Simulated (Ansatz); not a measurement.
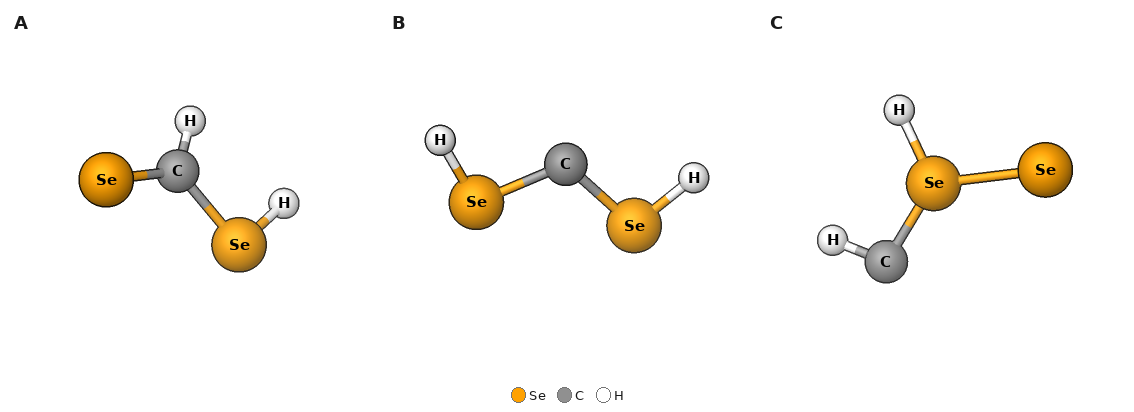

3 stationary structures of one formula. Geometries: PBE-D4/def2-SVP. Electronic energies: PBE-D4/def2-SVP (Ansatz 0.2.0), without zero-point energy. No frequency run is at hand to confirm each as a minimum.

> Which is lowest in energy, and by how much?

A is lowest; B lies 171.3 kJ/mol above it (C2v), C lies 356.9 kJ/mol above it (Cs).
